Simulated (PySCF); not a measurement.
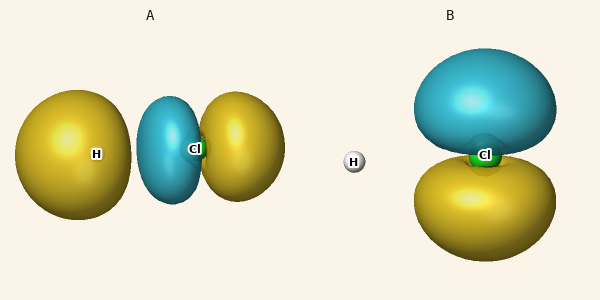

The picture shows: HCl (charge −1, doublet). Two frontier α-spin orbitals, each drawn at the value that holds 80 % of its norm (yellow and cyan are the two phases), in no order; of a degenerate pair one member is drawn.

Computed with PySCF, PBE0/def2-TZVPPD, non-relativistic Hamiltonian with scalar-relativistic core potentials where named, at a bond length of 2.068 Å.

### Name the orbitals and rank them from lowest to highest energy.

Orbital B: π, occupied in this spin, −1.77 eV; almost wholly on Cl.
Orbital A: σ, occupied in this spin, 0.09 eV; shared between the atoms (H 50 %, Cl 50 %).
